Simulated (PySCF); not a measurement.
**Run report: NdO₂ (charge +1), single-point calculation**

- system: NdO₂, charge +1
- method: RKS BP86, Nd lcecp-1-SVP with ECP49, O def2-SVP; non-relativistic Hamiltonian with a scalar-relativistic core potential; density fitting (PySCF 2.14.0)

It belongs to a series of runs on one base structure; here: finer grid at the relaxed geometry.

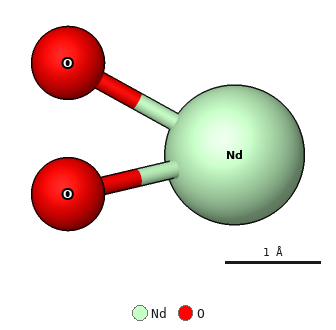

Fig. 1: The structure as given in the input (ball-and-stick view, seen at an oblique angle). Sticks mark near contacts. Bond lengths as drawn: Nd–O 2.04 Å.

### Input
```python
mol = gto.M(atom='''
Nd    -0.00000     0.00000    -0.22641
O      0.74902    -0.00000     1.66726
O     -0.74902     0.00000     1.66726''',
    basis={'Nd': 'lcecp-1-SVP', 'O': 'def2-SVP'},
    ecp={'Nd': 'lcecp-1-SVP'},
    charge=1, spin=0)
mf = dft.RKS(mol, xc='B88,P86')
mf.grids.atom_grid = (75, 302)  # f atoms: at least (60, 302), unpruned
mf = mf.density_fit()  # Nd AutoAux, O def2-universal-JKFIT
mf.conv_tol = 1e-09; mf.max_cycle = 55
mf.kernel(dm0)
```

The script is an equivalent of the set-up of the self-consistent field. The run itself was carried out by a driver, which started from the orbitals of the step before it where there was one and computed the further properties.

Run on 2 threads of Arm Neoverse V1, 24 GiB of memory available, shared host.

Command:
```bash
OMP_NUM_THREADS=2 python <driver script>
```

### What the program printed
```
init E= -184.054226334977
  HOMO = -0.400462283364956  LUMO = -0.297985061861842  gap/eV = 2.78855
cycle= 1 E= -184.054226008977  delta_E= 3.26e-07  |g|= 0.00122  |ddm|= 0.00123
  HOMO = -0.400157412501333  LUMO = -0.298068058278681  gap/eV = 2.77799
cycle= 2 E= -184.05421977148  delta_E= 6.24e-06  |g|= 0.00529  |ddm|= 0.00536
  HOMO = -0.400409423643897  LUMO = -0.297998800065392  gap/eV = 2.78674
cycle= 3 E= -184.054226351545  delta_E= -6.58e-06  |g|= 9.95e-05  |ddm|= 0.0044
  HOMO = -0.400405949153484  LUMO = -0.297999901992573  gap/eV = 2.78661
cycle= 4 E= -184.054226353766  delta_E= -2.22e-09  |g|= 4.63e-06  |ddm|= 7.42e-05
  HOMO = -0.400405916533479  LUMO = -0.29800024531048  gap/eV = 2.78660
cycle= 5 E= -184.054226353773  delta_E= -6.91e-12  |g|= 2.81e-07  |ddm|= 5.82e-06
  HOMO = -0.400405910983991  LUMO = -0.298000208104477  gap/eV = 2.78660
```

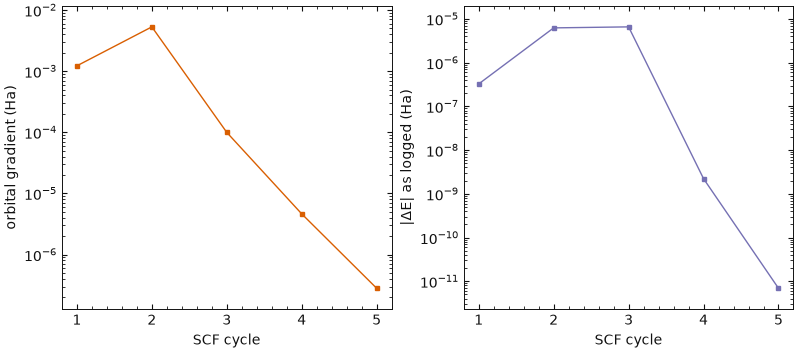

Fig. 2: Convergence of the self-consistent field: orbital gradient and size of the energy change against the SCF cycle. The residual comes down, with one marked jump up, by a factor of about 4, at step 2.

```
Extra cycle  E= -184.054226353773  delta_E= 2.27e-13  |g|= 5.56e-07  |ddm|= 8.06e-07
converged SCF energy = -184.054226353773
```

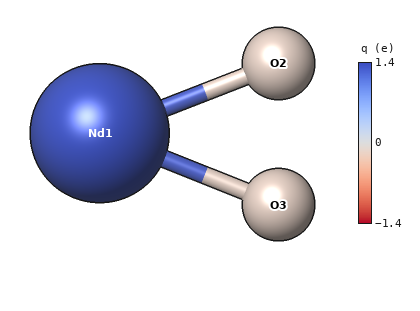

Fig. 3: Mulliken charges, as the colour of each atom (ball-and-stick view, seen on its broad side; atoms are numbered from 1 in the order of the input; Mulliken charges depend strongly on the basis). By element: Nd +1.32 and O −0.16 e.

### Summary

```tsv
quantity	value
outcome	converged
total energy	−184.054226 hartree
HOMO	−10.90 eV
LUMO	−8.11 eV
largest force (length of the vector)	0.001 eV/Å
wall time	3.6 s (CPU time 7.1 s)
peak memory	0.6 GiB
```
